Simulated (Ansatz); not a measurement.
# One shape, several levels: triplet InNH4

Aim: a comparison of 6 runs (UHF/3-21G, UHF/def2-SVP, U-wB97M-V/def2-SVP, UPBE/def2-SVP, UBCCD(T)/def2-SVP, UCCSD/def2-SVP) of triplet InNH4. 

Program for the calculation: Ansatz 0.2.0.

47 further runs of the same task are left out: 47 set aside as unsound or not needed.

### 1 Starting point

InNH4: 6 atoms, total charge 0, spin state triplet. As SMILES of the parent species, `[NH2][InH2]`. The coordinates come from a PBE0-D4/def2-TZVP relaxation. That shape belongs to the parent species and isn't relaxed for this state.

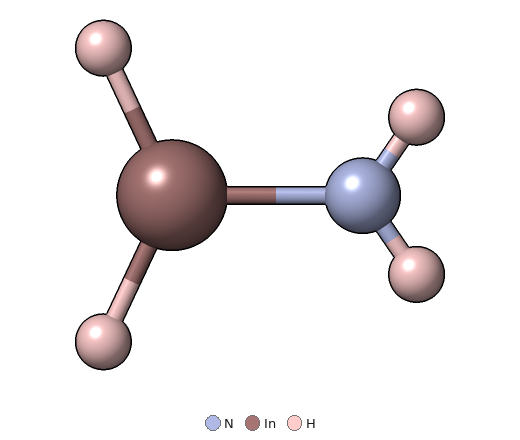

The structure, seen from a chosen angle (nitrogen light blue, indium brown, hydrogen pink).

### 2 A single-point energy at UHF/3-21G (run 1)

File molecule.yaml:

```yaml
crystal:
  periodic: [false, false, false]
  atoms:
    - {symbol: "N", position_ang: [-0.092200, -1.060500, 0.036600]}
    - {symbol: In, position_ang: [0.095300, 0.935900, -0.048300]}
    - {symbol: H, position_ang: [-0.598000, -1.552900, 0.753400]}
    - {symbol: H, position_ang: [0.311900, -1.697300, -0.629300]}
    - {symbol: H, position_ang: [1.012500, 1.520500, -1.370700]}
    - {symbol: H, position_ang: [-0.687400, 1.790300, 1.212100]}
basis:
  gaussian:
    orbitals: 3-21G-spherical.json
hamiltonian:
  xc: hf
accuracy: high
magnetization:
  spin_polarized: true
  initial_magnetization: 2
output: {orbitals: {seedname: orbitals}}
```

The basis set 3-21G is read from a file made from the Basis Set Exchange's data (not shown).

Started as:

```bash
$ ansatz run molecule.yaml --threads 1 --pin off --max-ram 3480MiB --events-out events.jsonl --progress --plain --runs-dir runs
```

Output:

```text
Warning: RAYON_NUM_THREADS=1 ignored (pool sized by the plan → 1); use --threads N
Functional definition: HF
  name "HF"
  exchange = exact_x
  correlation = 0
998 factors; integrals over basis functions are off by at most 3.2e-8 eV
mean field evaluation 1: about -157037.5724 eV, gradient 1.0e1 eV
mean field evaluation 2: about -157037.7299 eV, gradient 1.0e1 eV
mean field evaluation 4: about -157038.5487 eV, gradient 8.7e-1 eV
mean field evaluation 8: about -157038.5681 eV, gradient 2.4e-1 eV
mean field evaluation 16: about -157038.5703 eV, gradient 6.7e-8 eV
mean field evaluation 32: about -157037.8710 eV, gradient 2.2e0 eV
mean field evaluation 64: about -157034.3806 eV, gradient 2.7e0 eV
mean field -157038.57027297 eV, -5771.0610129656 hartree, gradient 6.7e-8 eV, S^2 2.032354; 1 other end points of the search recorded, 0 dependent functions left out
reference -157038.57027297 eV, -5771.0610129656 hartree; 31, 29 occupied and 17, 19 virtual orbitals, 998 factors
Total energy: -157038.57027297 eV, -5771.0610129656 hartree
```

It took 4.8 s on 1 thread of Arm Neoverse N1, shared host; peak memory 0.17 GiB.

### 3 The energy at UHF/def2-SVP (core potential) (run 2)

File input.yaml:

```yaml
crystal:
  periodic: [false, false, false]
  atoms:
    - symbol: N
      position_ang: [-0.092200, -1.060500, 0.036600]
    - symbol: In
      position_ang: [0.095300, 0.935900, -0.048300]
    - symbol: H
      position_ang: [-0.598000, -1.552900, 0.753400]
    - symbol: H
      position_ang: [0.311900, -1.697300, -0.629300]
    - symbol: H
      position_ang: [1.012500, 1.520500, -1.370700]
    - symbol: H
      position_ang: [-0.687400, 1.790300, 1.212100]
basis:
  gaussian: {orbitals: def2-SVP}
magnetization: {spin_polarized: true, initial_magnetization: 2}
hamiltonian: {xc: hf}
accuracy: high
output: {orbitals: {seedname: orbitals}}
```

Started as:

```bash
$ ansatz run input.yaml --threads 1 --pin off --max-ram 3480MiB --events-out events.jsonl --progress --plain --runs-dir runs
```

Output (excerpt; [...] marks lines left out):

```text
Warning: RAYON_NUM_THREADS=1 ignored (pool sized by the plan → 1); use --threads N
[... 2 set-up lines as earlier in the session ...]
[...]
1456 factors; integrals over basis functions are off by at most 3.0e-9 eV
[...]
mean field -6688.26182626 eV, -245.7890886485 hartree, gradient 9.1e-8 eV, S^2 2.035110; 4 other end points of the search recorded, 0 dependent functions left out
reference -6688.26182626 eV, -245.7890886485 hartree; 17, 15 occupied and 43, 45 virtual orbitals, 1456 factors
Total energy: -6688.26182626 eV, -245.7890886485 hartree
```

Run time: 8.1 s. Hardware: 1 thread of Arm Neoverse N1, shared host; peak memory 0.17 GiB.

Runs 3 to 4 aren't shown in full; the table further down has their settings and results.

### 4 A single-point energy at UBCCD(T)/def2-SVP (core potential) (run 5)

File molecule.yaml:

```yaml
crystal:
  periodic: [false, false, false]
  atoms:
    - symbol: N
      position_ang: [-0.092200, -1.060500, 0.036600]
    - symbol: In
      position_ang: [0.095300, 0.935900, -0.048300]
    - symbol: H
      position_ang: [-0.598000, -1.552900, 0.753400]
    - symbol: H
      position_ang: [0.311900, -1.697300, -0.629300]
    - symbol: H
      position_ang: [1.012500, 1.520500, -1.370700]
    - symbol: H
      position_ang: [-0.687400, 1.790300, 1.212100]
basis:
  gaussian: {orbitals: def2-SVP}
scf: {omitted_lower_state_checks: [cluster_reference, increment]}
correlation: {method: bccd_t, frozen_orbitals: {H: 0, In: 4, "N": 1}}
magnetization: {spin_polarized: true, initial_magnetization: 2}
accuracy: high
```

Started as:

```bash
$ ansatz run molecule.yaml --threads 1 --pin off --max-ram 3480MiB --events-out events.jsonl --progress --plain --runs-dir runs
```

Output:

```text
Warning: RAYON_NUM_THREADS=1 ignored (pool sized by the plan → 1); use --threads N
[... 15 lines left out ...]
5 core orbitals not correlated: weight in the atoms' cores, before any rotation towards them, 1.000 or more for the frozen orbitals, at most 0.000 for the correlated occupied ones
[... 31 lines left out ...]
Total energy: -6695.79050107 eV, -246.0657623447 hartree
Checks for a lower state left out: cluster_reference, increment
```

Run time: 48 s. Hardware: 1 thread of Arm Neoverse N1, shared host; peak memory 0.52 GiB.

### 5 The energy at UCCSD/def2-SVP (core potential) (run 6)

File molecule.yaml:

```yaml
crystal:
  periodic: [false, false, false]
  atoms:
    - {symbol: "N", position_ang: [-0.092200, -1.060500, 0.036600]}
    - {symbol: In, position_ang: [0.095300, 0.935900, -0.048300]}
    - {symbol: H, position_ang: [-0.598000, -1.552900, 0.753400]}
    - {symbol: H, position_ang: [0.311900, -1.697300, -0.629300]}
    - {symbol: H, position_ang: [1.012500, 1.520500, -1.370700]}
    - {symbol: H, position_ang: [-0.687400, 1.790300, 1.212100]}
basis:
  gaussian: {orbitals: def2-SVP}
magnetization: {spin_polarized: true, initial_magnetization: 2}
correlation: {method: ccsd, frozen_orbitals: {H: 0, In: 4, "N": 1}}
accuracy: high
scf: {omitted_lower_state_checks: [cluster_reference, increment]}
```

Started as:

```bash
$ ansatz run molecule.yaml --threads 1 --pin off --max-ram 3480MiB --events-out events.jsonl --progress --plain --runs-dir runs
```

Output:

```text
Warning: RAYON_NUM_THREADS=1 ignored (pool sized by the plan → 1); use --threads N
[... 15 lines left out ...]
5 core orbitals not correlated: weight in the atoms' cores, before any rotation towards them, 1.000 or more for the frozen orbitals, at most 0.000 for the correlated occupied ones
[... 30 lines left out ...]
Total energy: -6695.61749061 eV, -246.0594043272 hartree
Checks for a lower state left out: cluster_reference, increment
```

Wall time 30 s (1 thread of Arm Neoverse N1, shared host); peak memory 0.41 GiB.

### 6 Overview of the runs

```
run                                level  core potential  frozen core orbitals   energy (Eh)  HOMO energy (eV)   ⟨S²⟩  wall time
  1                            UHF/3-21G            none                     –  -5771.061013             -4.33  2.032      4.8 s
  2        UHF/def2-SVP (core potential)        def2-SVP                     –   -245.789089             -4.50  2.035      8.1 s
  3  U-wB97M-V/def2-SVP (core potential)        def2-SVP                     –   -246.964269             -4.53  2.009    2.2 min
  4       UPBE/def2-SVP (core potential)        def2-SVP                     –   -246.984655             -2.26  2.003       21 s
  5   UBCCD(T)/def2-SVP (core potential)        def2-SVP                     5   -246.065762                 –  2.035       48 s
  6      UCCSD/def2-SVP (core potential)        def2-SVP                     5   -246.059404                 –  2.035       30 s
```

### 7 Results

| quantity | value |
| --- | --- |
| run 6: total energy | -246.05940 Eh |
| run 6: correlation energy (5 core orbitals frozen) | -270.3 mEh |
| run 6: ⟨S²⟩ of the reference determinant | 2.035 |
| run 6: T1 diagnostic | 0.011 |

**Reading.** Below the UHF energy at the same shape and in the same basis (def2-SVP): UBCCD(T) -276.7 mEh; UCCSD -270.3 mEh. Totals of different functionals can't be ranked against each other. Some runs of one species differ in core potentials or relativity; totals across that change don't compare. In run 1 relativity is left out where basis or elements ask for it. All runs together took 4.1 min, the longest 2.2 min.
